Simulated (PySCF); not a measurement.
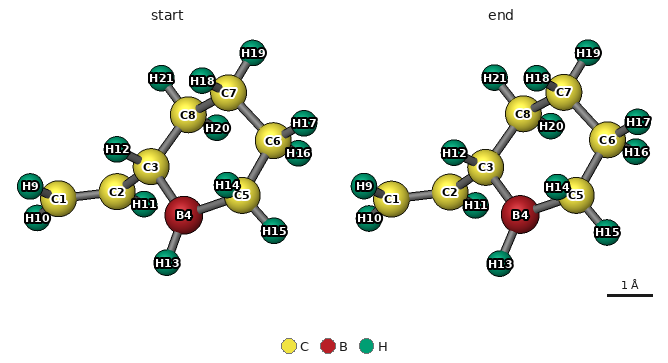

The structure of C$_{7}$H$_{13}$B before (left) and after (right) a relaxation, at one scale.

A ball-and-stick model, seen at a tilt.

The start comes from GFN2-xTB. Its atoms were then displaced at random by about 0.01 Å.

Method: PBE0-D3(BJ)/def2-SVP geometry optimisation, gas phase (PySCF). 

Q: Describe what moved and what it gained.

A: The atom that moves furthest after the best rigid fit is H12 (0.11 Å). By element the largest moves are H 0.11 Å, B 0.06 Å, C 0.05 Å. Some distances before and after: B4–H13 1.151 → 1.213 Å, B4–C5 1.608 → 1.564 Å, C1–H10 1.049 → 1.093 Å, C2–H11 1.073 → 1.099 Å. Among the angles between lasting bonds that change: B4–C3–H12 104.0° → 97.7°, C3–B4–H13 124.6° → 119.4°, B4–C5–H14 105.6° → 101.7°. Over 5 geometry steps the energy falls by 0.271 eV.
